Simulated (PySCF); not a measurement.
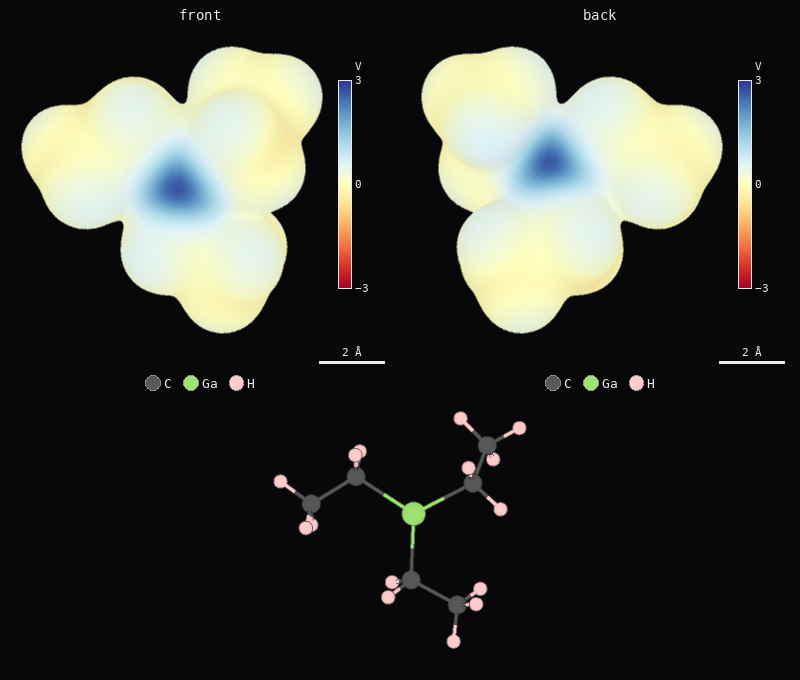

Figure 1: C₆H₁₅Ga (triethylgallium). The molecular electrostatic potential painted on the density surface at 0.002 e/bohr³, seen from the front and from behind; red is negative and blue positive. The bare structure is drawn below in the same view.

Geometry: PBE0-D3(BJ)/ma-def2-SVP.

Theory: DFT single point, gas phase, functional wB97X (PySCF).

```xyz
22

C    -1.1770    2.6000    0.4515
C    -0.9301    1.6818   -0.7475
Ga    0.1492    0.0754   -0.2947
C    -0.6119   -1.7548   -0.4012
C    -2.0927   -1.8438   -0.7543
C     2.0196    0.3134    0.3297
C     2.8464   -0.9640    0.4418
H    -1.7448    3.5047    0.1739
H    -0.2342    2.9437    0.9081
H    -1.7538    2.0988    1.2466
H    -1.8874    1.3749   -1.2004
H    -0.3821    2.2366   -1.5303
H    -0.0013   -2.3153   -1.1338
H    -0.4058   -2.2524    0.5642
H    -2.4547   -2.8853   -0.7998
H    -2.7228   -1.3179   -0.0185
H    -2.3083   -1.3871   -1.7339
H     1.9581    0.8194    1.3121
H     2.5137    1.0491   -0.3300
H     2.3748   -1.6998    1.1133
H     3.8619   -0.7784    0.8317
H     2.9658   -1.4621   -0.5343
```

Which sites attract a positive test charge, and which a negative one?

Answer. A positive charge is drawn to the negative regions and a negative charge to the positive ones. The most negative region (about −0.3 V) lies over C2, C4 and C6, the most positive (about +2.5 V) over Ga3.
